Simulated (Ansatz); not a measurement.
**Al₂ClFH₄O: density, localisation and related maps**

Input

```
crystal:
  periodic: [false, false, false]
  atoms:
    - { symbol: Al, position_ang: [0.295792, 0.003146, -0.03633] }
    - { symbol: Cl, position_ang: [-0.421806, 0.519397, 1.964399] }
    - { symbol: H, position_ang: [1.461778, 0.65266, -0.830568] }
    - { symbol: F, position_ang: [-0.751173, -1.111783, -0.836505] }
    - { symbol: O, position_ang: [0.114477, -2.620487, 1.297707] }
    - { symbol: Al, position_ang: [-0.876832, -3.03932, -0.098718] }
    - { symbol: H, position_ang: [-0.026941, -3.793443, -1.198819] }
    - { symbol: H, position_ang: [-2.444153, -3.183452, 0.07443] }
    - { symbol: H, position_ang: [-0.216341, -2.049818, 2.030404] }
basis:
  gaussian: { orbitals: def2-SVP }
hamiltonian:
  xc: b3lyp
  dispersion: d4
relax:
  f_tol: 0.03
  max_steps: 50
output:
  orbitals: {}
```

Launched as:

```sh
ansatz run input.yaml --threads 2 --pin off --max-ram 3072MiB --backend cpu --events-out ev --progress --plain --runs-dir out
```

The fields are those of the run's last geometry, not of the input's.

All numbers below come from RKS B3LYP-D4/def2-SVP in Ansatz 0.2.0.

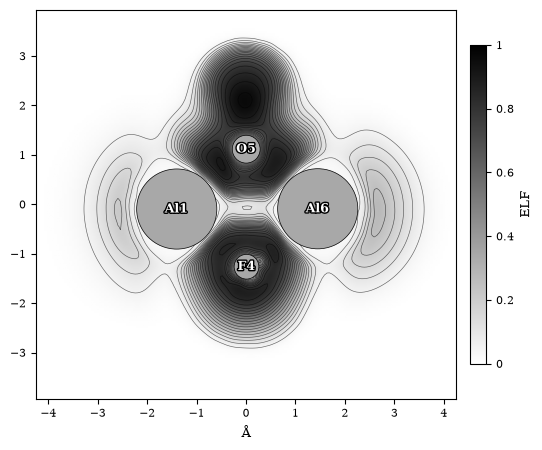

Figure 1. Electron localisation function on the plane of atoms F4, Al1 and O5. Grey discs cover the atomic cores.

> Read the bonding off the picture.

- The section cuts through Al, F and O sites.
- Al–F (1.83 Å): the ELF peaks at about 0.85 in the valence shell of F, 0.6 Å from its nucleus, and is about 0.30 at the midpoint.
- Al–O (1.85 Å): the ELF peaks at about 0.90 in the valence shell of O, 0.6 Å from its nucleus, and is about 0.40 at the midpoint.
- The ELF also peaks beside F4, away from the bonds: lone-pair regions.

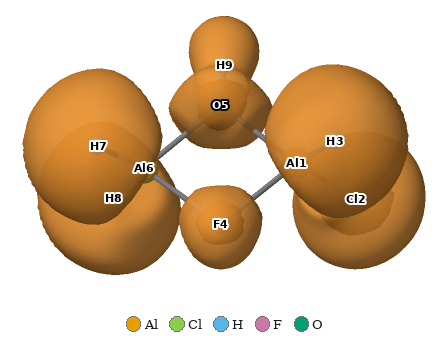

Figure 2. Isosurface of the ELF at 0.75 (orange), seen from one side. Core shells and regions of very low density are left out.

> What do the ELF domains correspond to?

The surface consists of two regions around hydrogen nuclei, one region on Cl in which the atom's valence shell and bonds are merged, one region wrapped around F (its valence shell), one region wrapped around H (its valence shell) and one joined region spread over several atoms (H, O), in which their bonds and any lone pairs are merged.

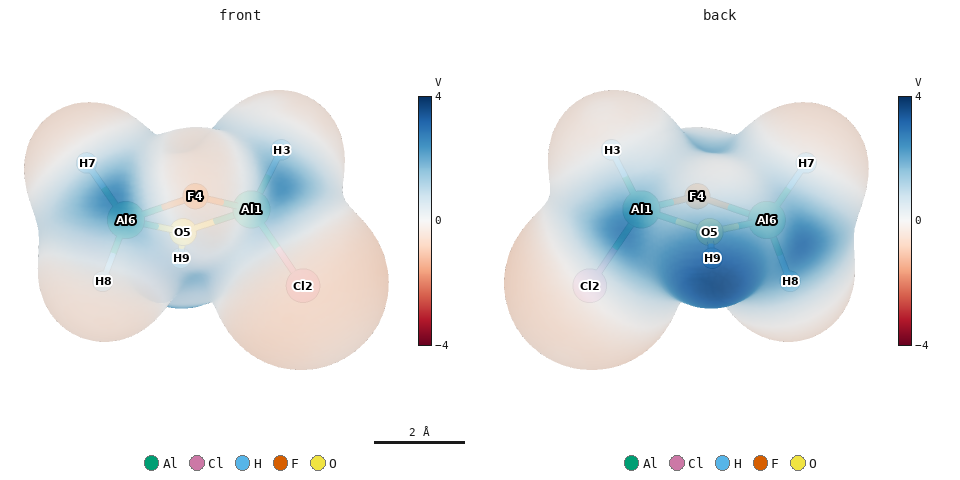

Figure 3. The molecular electrostatic potential painted on the density surface at 0.002 e/bohr³, seen from the front and from behind; red is negative and blue positive.

> Describe the electrostatic potential map.

The most negative region (about −0.7 V, or −16 kcal/mol for a unit charge) lies over Cl2, the most positive (about +3.4 V, or +78 kcal/mol for a unit charge) over H9.

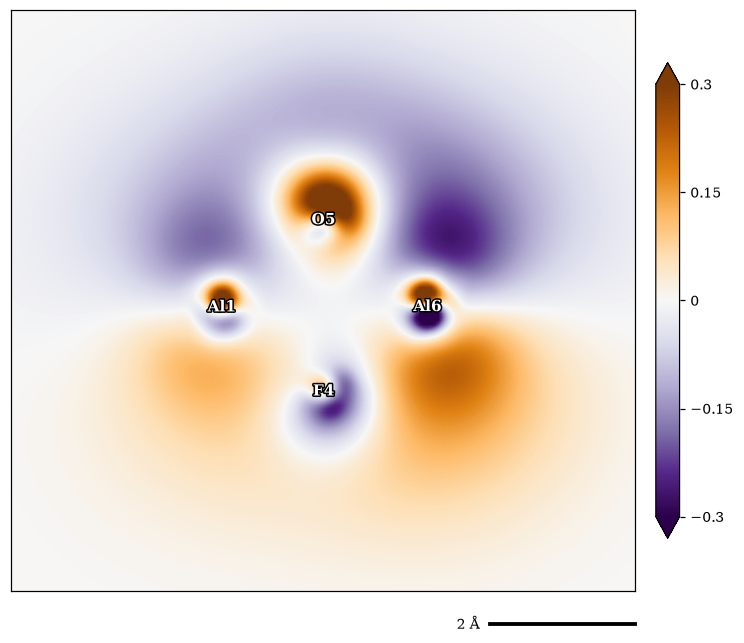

Figure 4. The LUMO on the plane of atoms Al1, O5 and Al6 (values in Å⁻³ᐟ²; the overall sign is arbitrary).

> Where does this orbital lie, and at what energy?

Its weight (Hirshfeld) is mainly on Al6 (about 45 %), Al1 (about 20 %), H9 (about 10 %) and O5 (about 10 %). Its energy is −0.62 eV.
